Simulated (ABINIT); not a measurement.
## MgInCl3 (Pm-3m): third-order response

Aim: Raman and infrared lines of MgInCl3 (Pm-3m).

Method: DFT LDA, scalar-relativistic, plane waves, HGH norm-conserving pseudopotentials, in ABINIT 10.8.3.

The structure was built from a prototype and need not be the compound's stable phase.

## Step 1: Starting point

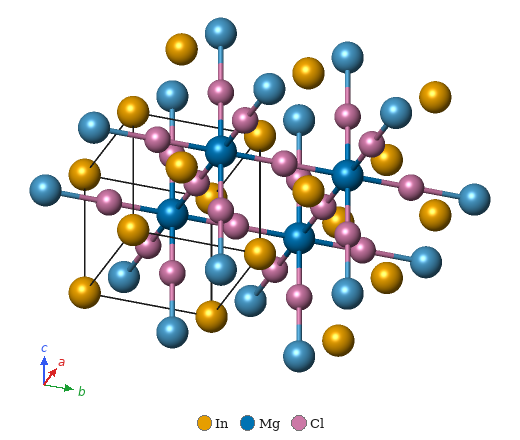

Start, viewed from a free direction; indium orange, magnesium blue, chlorine pink. 2×2×1 cells are drawn. Some periodic images of atoms are drawn too.

## Step 2: A probe with smearing

A first run with smearing and empty bands tells whether the crystal has a gap, which decides between fixed occupations and smearing later on.

Contents of probe.abi:

```
# ground state
tolvrs 1.0d-08
prtden 1
prtwf 1

# basis, mesh and filling
ecut 30.0
ixc 7
ngkpt 4 4 4
nshiftk 1
shiftk 0.0 0.0 0.0
istwfk *1
occopt 7
tsmear 0.005
nband 20
nstep 100
diemac 9.0
prtebands 0
prtgsr 0

# cell and atoms
acell 3*1.0 Angstrom
rprim 
    4.9588 0.0 0.0
    0.0 4.9588 0.0
    0.0 0.0 4.9588
ntypat 3
znucl 49 12 17
natom 5
typat 1 2 3 3 3
xred 
    0.0 0.0 0.0
    0.5 0.5 0.5
    0.5 0.5 0.0
    0.5 0.0 0.5
    0.0 0.5 0.5
pp_dirpath "./pseudo"
pseudos "In.hgh, Mg.hgh, Cl.hgh"
```

Started as:

```console
$ OMP_NUM_THREADS=1 mpirun -n 4 abinit probe.abi > probe.log
```

Numbers of over 12 decimals in the logs are rounded to 6 here.

probe.abo, the main output file:

```text
[banners, grids, parts of the stress and lines that vanish by symmetry left out]
- input  file    -> probe.abi
- output file    -> probe.abo
- root for input  files -> probei
[...]
Symmetries : space group Pm -3 m (#221); Bravais cP (primitive cubic)
[...]
mpw =        6488          nfft =      110592          nkpt =          10
[...]
== DATASET  1 ==================================================================
[...]
cutoff_energies: {ecut:  30.0, pawecutdg:  -1.0, }
[...]
Exchange-correlation functional for the present dataset will be:
  LDA: Perdew-Wang 92 LSD fit to Ceperley-Alder data - ixc=7
[...]
ETOT  1  -48.047327131939    -4.805E+01 2.904E-02 3.527E+02
 ETOT  2  -48.144561465950    -9.723E-02 4.549E-03 5.948E+01
 ETOT  3  -48.160797668947    -1.624E-02 1.625E-03 9.661E-01
 ETOT  4  -48.161010198195    -2.125E-04 4.703E-04 2.619E-02
 ETOT  5  -48.161013337902    -3.140E-06 1.852E-04 1.672E-04
 ETOT  6  -48.161013352592    -1.469E-08 1.649E-04 3.740E-06
 ETOT  7  -48.161013352863    -2.707E-10 9.029E-05 1.608E-07
 ETOT  8  -48.161013352872    -9.358E-12 8.186E-05 6.157E-09
 At SCF step    8       vres2   =  6.16E-09 < tolvrs=  1.00E-08 =>converged.
[...]
sigma(1 1)=  1.14985961E-04  sigma(3 2)=  0.00000000E+00
  sigma(2 2)=  1.14985961E-04  sigma(3 1)=  0.00000000E+00
  sigma(3 3)=  1.14985961E-04  sigma(2 1)=  0.00000000E+00
[...]
convergence: {deltae: -9.358E-12, res2:  6.157E-09, residm:  8.186E-05, diffor: null, }
etotal    :  -4.81610134E+01
[...]
sigma(1 1)=  1.14985961E-04  sigma(3 2)=  0.00000000E+00
  sigma(2 2)=  1.14985961E-04  sigma(3 1)=  0.00000000E+00
  sigma(3 3)=  1.14985961E-04  sigma(2 1)=  0.00000000E+00
[...]
- sigma(1 1)=  3.38300376E+00  sigma(3 2)=  0.00000000E+00
- sigma(2 2)=  3.38300376E+00  sigma(3 1)=  0.00000000E+00
- sigma(3 3)=  3.38300376E+00  sigma(2 1)=  0.00000000E+00
[...]
fcart     -0.0000000000E+00 -0.0000000000E+00 -0.0000000000E+00
           strten      1.1498596078E-04  1.1498596078E-04  1.1498596078E-04
================================================================================

[key lines of the parts left out:]
pressure_GPa:  -3.3830E+00
```

Elapsed: 8.2 s, on 4 MPI ranks of Arm Neoverse V2, shared host.

This step gave:

```yaml
volume_per_atom: 24.39 Å³
pressure: -3.383 GPa
gap_on_the_k_mesh: 3.303 eV
```

A gap of 3.3 eV opens on this mesh, so the crystal is taken as an insulator; the printed pressure holds the stress of the finite basis too.

## Step 3: Rough relaxation

The typed start is rough, so a first relaxation with smearing and loose thresholds takes it towards rest cheaply.

Contents of prerelax.abi:

```
# relaxation
ionmov 2
optcell 2
dilatmx 1.15
chkdilatmx 0
ntime 40
tolmxf 3.0d-04
tolvrs 1.0d-10
prtwf 0
prtden 0
chksymtnons 0

# basis, mesh and filling
ecut 31.0
ecutsm 3.0
ixc 7
ngkpt 4 4 4
nshiftk 1
shiftk 0.0 0.0 0.0
istwfk *1
occopt 7
tsmear 0.005
nband 20
nstep 100
diemac 9.0
prtebands 0
prtgsr 0

# cell and atoms
acell 3*1.0 Angstrom
rprim 
    4.9588 0.0 0.0
    0.0 4.9588 0.0
    0.0 0.0 4.9588
ntypat 3
znucl 49 12 17
natom 5
typat 1 2 3 3 3
xred 
    0.0 0.0 0.0
    0.5 0.5 0.5
    0.5 0.5 0.0
    0.5 0.0 0.5
    0.0 0.5 0.5
pp_dirpath "./pseudo"
pseudos "In.hgh, Mg.hgh, Cl.hgh"
```

Started as:

```console
$ OMP_NUM_THREADS=1 mpirun -n 4 abinit prerelax.abi > prerelax.log
```

prerelax.abo, the main output file:

```text
[banners, grids, parts of the stress and lines that vanish by symmetry left out]
- input  file    -> prerelax.abi
- output file    -> prerelax.abo
- root for input  files -> prerelaxi
[...]
Symmetries : space group Pm -3 m (#221); Bravais cP (primitive cubic)
[...]
mpw =       10395          nfft =      216000          nkpt =          10
[...]
== DATASET  1 ==================================================================
[...]
cutoff_energies: {ecut:  31.0, pawecutdg:  -1.0, }
[...]
Exchange-correlation functional for the present dataset will be:
  LDA: Perdew-Wang 92 LSD fit to Ceperley-Alder data - ixc=7
[...]
ETOT  1  -48.045981745067    -4.805E+01 2.113E-02 6.970E+02
 ETOT  2  -48.143670876140    -9.769E-02 7.495E-03 1.209E+02
 ETOT  3  -48.160398271635    -1.673E-02 1.513E-03 1.812E+00
 ETOT  4  -48.160600984181    -2.027E-04 4.016E-04 5.693E-02
[...]
ETOT  8  -48.163531317825    -4.590E-12 1.712E-09 2.367E-11
 At SCF step    8       vres2   =  2.37E-11 < tolvrs=  1.00E-10 =>converged.
[...]
sigma(1 1)=  1.06725715E-06  sigma(3 2)=  0.00000000E+00
  sigma(2 2)=  1.06725715E-06  sigma(3 1)=  0.00000000E+00
  sigma(3 3)=  1.06725715E-06  sigma(2 1)=  0.00000000E+00
[...]
convergence: {deltae: -4.590E-12, res2:  2.367E-11, residm:  1.712E-09, diffor: null, }
etotal    :  -4.81635313E+01
[...]
At Broyd/MD step   4, gradients are converged :
[...]
sigma(1 1)=  1.06725715E-06  sigma(3 2)=  0.00000000E+00
  sigma(2 2)=  1.06725715E-06  sigma(3 1)=  0.00000000E+00
  sigma(3 3)=  1.06725715E-06  sigma(2 1)=  0.00000000E+00
[...]
- sigma(1 1)=  3.13997894E-02  sigma(3 2)=  0.00000000E+00
- sigma(2 2)=  3.13997894E-02  sigma(3 1)=  0.00000000E+00
- sigma(3 3)=  3.13997894E-02  sigma(2 1)=  0.00000000E+00
[...]
fcart     -0.0000000000E+00 -0.0000000000E+00 -0.0000000000E+00
           strten      1.0672571489E-06  1.0672571489E-06  1.0672571489E-06
================================================================================

[key lines of the parts left out:]
pressure_GPa:  -3.1400E-02
Total energy (etotal) [Ha]= -4.81635313178251E+01
```

Run time: 64 s. Hardware: 4 MPI ranks; 4.3 min of CPU time.

The steps of the relaxation:

| step | energy less that of the first step (eV) | largest force (eV/Å) | volume (Å³) |
| --- | --- | --- | --- |
| 1 | 0.0000 | 0.0000 | 121.94 |
| 2 | -0.0157 | 0.0000 | 120.95 |
| 3 | -0.0787 | 0.0000 | 112.10 |
| 4 | -0.0796 | 0.0000 | 113.08 |

| conventional cell, symmetrised | before | after | change |
| --- | --- | --- | --- |
| a (Å) | 4.959 | 4.836 | -2.5 % |
| b (Å) | 4.959 | 4.836 | -2.5 % |
| c (Å) | 4.959 | 4.836 | -2.5 % |
| volume (Å³/atom) | 24.39 | 22.62 | -7.3 % |

Read from the output:

- volume per atom: 22.62 Å³
- pressure: -0.03140 GPa
- gap on the k-mesh: 3.120 eV

The volume changes by -7.3 % in this run and stands -7.3 % from the first cell.

## Step 4: Relaxation

The harmonic expansion needs vanishing forces, and a free crystal bears no stress, so cell and atoms are brought to rest. Stress is more sensitive to the basis than forces are: the last 3 Ha under the cutoff are smoothed with ecutsm, and the cutoff is raised above that of the later runs.

Contents of relax.abi:

```
# relaxation
ionmov 2
optcell 2
dilatmx 1.08
ntime 40
tolmxf 1.0d-05
tolvrs 1.0d-14
prtwf 0
prtden 0
chksymtnons 0

# basis, mesh and filling
ecut 38.0
ecutsm 3.0
ixc 7
ngkpt 4 4 4
nshiftk 1
shiftk 0.0 0.0 0.0
istwfk *1
occopt 1
nband 13
nstep 100
diemac 9.0
prtebands 0
prtgsr 0

# cell and atoms
acell 3*1.0 Angstrom
rprim 
    4.835674911 0.0 0.0
    0.0 4.835674911 0.0
    0.0 0.0 4.835674911
ntypat 3
znucl 49 12 17
natom 5
typat 1 2 3 3 3
xred 
    0.0 0.0 0.0
    0.5 0.5 0.5
    0.5 0.5 0.0
    0.5 0.0 0.5
    0.0 0.5 0.5
pp_dirpath "./pseudo"
pseudos "In.hgh, Mg.hgh, Cl.hgh"
```

Started as:

```console
$ OMP_NUM_THREADS=1 mpirun -n 4 abinit relax.abi > relax.log
```

relax.abo, the main output file:

```text
[banners, grids, parts of the stress and lines that vanish by symmetry left out]
- input  file    -> relax.abi
- output file    -> relax.abo
- root for input  files -> relaxi
[...]
Symmetries : space group Pm -3 m (#221); Bravais cP (primitive cubic)
[...]
mpw =       10827          nfft =      216000          nkpt =          10
[...]
== DATASET  1 ==================================================================
[...]
cutoff_energies: {ecut:  38.0, pawecutdg:  -1.0, }
[...]
Exchange-correlation functional for the present dataset will be:
  LDA: Perdew-Wang 92 LSD fit to Ceperley-Alder data - ixc=7
[...]
ETOT  1  -48.009372046233    -4.801E+01 1.129E-01 5.545E+02
 ETOT  2  -48.160864068842    -1.515E-01 1.953E-05 4.914E+01
 ETOT  3  -48.167800201235    -6.936E-03 6.814E-05 3.284E+00
 ETOT  4  -48.168086939124    -2.867E-04 4.494E-06 5.053E-02
 ETOT  5  -48.168090333686    -3.395E-06 2.982E-08 2.206E-03
[...]
At SCF step   11       vres2   =  7.86E-15 < tolvrs=  1.00E-14 =>converged.
[...]
sigma(1 1)=  1.23543386E-06  sigma(3 2)=  0.00000000E+00
  sigma(2 2)=  1.23543386E-06  sigma(3 1)=  0.00000000E+00
  sigma(3 3)=  1.23543386E-06  sigma(2 1)=  0.00000000E+00
[...]
convergence: {deltae:  3.588E-12, res2:  7.855E-15, residm:  1.049E-18, diffor: null, }
etotal    :  -4.81680904E+01
[...]
ETOT  1  -48.168090420713    -4.817E+01 1.782E-10 1.407E-03
[...]
At SCF step    8       vres2   =  3.36E-15 < tolvrs=  1.00E-14 =>converged.
[...]
sigma(1 1)=  1.07915080E-06  sigma(3 2)=  0.00000000E+00
  sigma(2 2)=  1.07915080E-06  sigma(3 1)=  0.00000000E+00
  sigma(3 3)=  1.07915080E-06  sigma(2 1)=  0.00000000E+00
[...]
convergence: {deltae: -1.364E-12, res2:  3.362E-15, residm:  1.424E-19, diffor: null, }
etotal    :  -4.81680905E+01
[...]
ETOT  1  -48.168086557918    -4.817E+01 4.150E-08 6.687E-02
[...]
ETOT  8  -48.168090826333     1.805E-12 5.405E-18 1.557E-13
 ETOT  9  -48.168090826337    -3.382E-12 7.570E-20 1.786E-15
 At SCF step    9       vres2   =  1.79E-15 < tolvrs=  1.00E-14 =>converged.
[...]
sigma(1 1)= -8.84796962E-10  sigma(3 2)=  0.00000000E+00
  sigma(2 2)= -8.84796962E-10  sigma(3 1)=  0.00000000E+00
  sigma(3 3)= -8.84796962E-10  sigma(2 1)=  0.00000000E+00
[...]
convergence: {deltae: -3.382E-12, res2:  1.786E-15, residm:  7.570E-20, diffor: null, }
etotal    :  -4.81680908E+01
[...]
At Broyd/MD step   3, gradients are converged :
[...]
sigma(1 1)= -8.84796962E-10  sigma(3 2)=  0.00000000E+00
  sigma(2 2)= -8.84796962E-10  sigma(3 1)=  0.00000000E+00
  sigma(3 3)= -8.84796962E-10  sigma(2 1)=  0.00000000E+00
[...]
- sigma(1 1)= -2.60316254E-05  sigma(3 2)=  0.00000000E+00
- sigma(2 2)= -2.60316254E-05  sigma(3 1)=  0.00000000E+00
- sigma(3 3)= -2.60316254E-05  sigma(2 1)=  0.00000000E+00
[...]
fcart     -0.0000000000E+00 -0.0000000000E+00 -0.0000000000E+00
           strten     -8.8479696248E-10 -8.8479696210E-10 -8.8479696166E-10
================================================================================

[key lines of the parts left out:]
pressure_GPa:   2.6032E-05
Total energy (etotal) [Ha]= -4.81680908263366E+01
```

Elapsed: 33 s, on 4 MPI ranks.

Little changed from the start: no atom moved by 0.005 Å and no cell edge by 0.1 %.

This step gave:

| Item | Value |
| --- | --- |
| volume per atom | 22.60 Å³ |
| pressure | 2.60e-5 GPa |

The volume changes by -0.1 % in this run and stands -7.3 % from the first cell.

## Step 5: Ground state

The response is built on these wavefunctions, so the potential is converged far more tightly than an energy would need. The mesh is shifted off Γ, since shifted meshes converge sums over the zone faster.

Contents of gs.abi:

```
# ground state
tolvrs 1.0d-16
prtden 1
prtwf 1

# basis, mesh and filling
ecut 30.0
ixc 7
ngkpt 4 4 4
nshiftk 1
shiftk 0.5 0.5 0.5
istwfk *1
occopt 1
nband 13
nstep 100
diemac 9.0
prtebands 0
prtgsr 0

# cell and atoms
acell 3*1.0 Angstrom
rprim 
    4.834259211 0.0 0.0
    0.0 4.834259211 0.0
    0.0 0.0 4.834259211
ntypat 3
znucl 49 12 17
natom 5
typat 1 2 3 3 3
xred 
    0.0 0.0 0.0
    0.5 0.5 0.5
    0.5 0.5 0.0
    0.5 0.0 0.5
    0.0 0.5 0.5
pp_dirpath "./pseudo"
pseudos "In.hgh, Mg.hgh, Cl.hgh"
```

Started as:

```console
$ OMP_NUM_THREADS=1 mpirun -n 4 abinit gs.abi > gs.log
```

gs.abo, the main output file:

```text
[banners, grids, parts of the stress and lines that vanish by symmetry left out]
- input  file    -> gs.abi
- output file    -> gs.abo
- root for input  files -> gsi
[...]
Symmetries : space group Pm -3 m (#221); Bravais cP (primitive cubic)
[...]
mpw =        5998          nfft =      110592          nkpt =           4
[...]
== DATASET  1 ==================================================================
[...]
cutoff_energies: {ecut:  30.0, pawecutdg:  -1.0, }
[...]
Exchange-correlation functional for the present dataset will be:
  LDA: Perdew-Wang 92 LSD fit to Ceperley-Alder data - ixc=7
[...]
ETOT  1  -47.973696515932    -4.797E+01 6.741E-02 2.937E+02
 ETOT  2  -48.155984289261    -1.823E-01 5.052E-06 2.906E+01
 ETOT  3  -48.163752021053    -7.768E-03 7.130E-05 1.352E+00
 ETOT  4  -48.164007591205    -2.556E-04 3.157E-06 2.452E-02
 ETOT  5  -48.164011171813    -3.581E-06 5.831E-08 6.051E-04
[...]
ETOT 12  -48.164011214492    -2.416E-12 3.041E-21 7.158E-16
 ETOT 13  -48.164011214491     8.740E-13 3.212E-21 1.447E-17
 At SCF step   13       vres2   =  1.45E-17 < tolvrs=  1.00E-16 =>converged.
[...]
sigma(1 1)=  2.66746955E-05  sigma(3 2)=  0.00000000E+00
  sigma(2 2)=  2.66746955E-05  sigma(3 1)=  0.00000000E+00
  sigma(3 3)=  2.66746955E-05  sigma(2 1)=  0.00000000E+00
[...]
convergence: {deltae:  8.740E-13, res2:  1.447E-17, residm:  3.212E-21, diffor: null, }
etotal    :  -4.81640112E+01
[...]
sigma(1 1)=  2.66746955E-05  sigma(3 2)=  0.00000000E+00
  sigma(2 2)=  2.66746955E-05  sigma(3 1)=  0.00000000E+00
  sigma(3 3)=  2.66746955E-05  sigma(2 1)=  0.00000000E+00
[...]
- sigma(1 1)=  7.84796636E-01  sigma(3 2)=  0.00000000E+00
- sigma(2 2)=  7.84796636E-01  sigma(3 1)=  0.00000000E+00
- sigma(3 3)=  7.84796636E-01  sigma(2 1)=  0.00000000E+00
[...]
fcart     -0.0000000000E+00 -0.0000000000E+00 -0.0000000000E+00
           strten      2.6674695486E-05  2.6674695486E-05  2.6674695486E-05
================================================================================

[key lines of the parts left out:]
pressure_GPa:  -7.8480E-01
```

It took 3.2 s on 4 MPI ranks.

Numbers from this step:

| Quantity | Value |
| --- | --- |
| pressure | -0.7848 GPa |

The cell stands at -0.78 GPa: the relaxation ran with a smoothed and higher cutoff and on another k mesh.

## Step 6: The gap at rest

Empty bands on the ground state's density check that the gap assumed so far is there in this cell.

Contents of gap.abi:

```
# empty bands on the ground state's density
iscf -2
getden_filepath "gso_DEN"
tolwfr 1.0d-12
nbdbuf 2
prtwf 0

# basis, mesh and filling
ecut 30.0
ixc 7
ngkpt 4 4 4
nshiftk 1
shiftk 0.0 0.0 0.0
istwfk *1
occopt 1
nband 17
nstep 100
diemac 9.0
prtebands 0
prtgsr 0

# cell and atoms
acell 3*1.0 Angstrom
rprim 
    4.834259211 0.0 0.0
    0.0 4.834259211 0.0
    0.0 0.0 4.834259211
ntypat 3
znucl 49 12 17
natom 5
typat 1 2 3 3 3
xred 
    0.0 0.0 0.0
    0.5 0.5 0.5
    0.5 0.5 0.0
    0.5 0.0 0.5
    0.0 0.5 0.5
pp_dirpath "./pseudo"
pseudos "In.hgh, Mg.hgh, Cl.hgh"
```

Started as:

```console
$ OMP_NUM_THREADS=1 mpirun -n 4 abinit gap.abi > gap.log
```

gap.abo, the main output file:

```text
[banners, grids, parts of the stress and lines that vanish by symmetry left out]
- input  file    -> gap.abi
- output file    -> gap.abo
- root for input  files -> gapi
[...]
Symmetries : space group Pm -3 m (#221); Bravais cP (primitive cubic)
[...]
mpw =        6031          nfft =      110592          nkpt =          10
[...]
== DATASET  1 ==================================================================
[...]
cutoff_energies: {ecut:  30.0, pawecutdg:  -1.0, }
[...]
Exchange-correlation functional for the present dataset will be:
  LDA: Perdew-Wang 92 LSD fit to Ceperley-Alder data - ixc=7
[...]
-outvars: echo values of variables after computation
            acell      1.8897261259E+00  1.8897261259E+00  1.8897261259E+00 Bohr
================================================================================
```

Run time: 4.9 s. Hardware: 4 MPI ranks; 19 s of CPU time.

Numbers from this step:

| Quantity | Value |
| --- | --- |
| gap on the k-mesh | 3.118 eV |

In this cell the gap on the mesh is 3.1 eV, direct, so fixed occupations hold.

[end of part 1 of 2]

[Host names and launcher messages were left out of these logs when they were recorded.]

[Logs are printed without paths, hosts, clocks, repeated set-up lines and the standing remarks that a program may print on its own settings, such as how far it seeks lower states.]

[Hosts, paths, dates, database ids (printed as entryN), source tags and the programs' standing remarks are cut or masked in the printed files.]
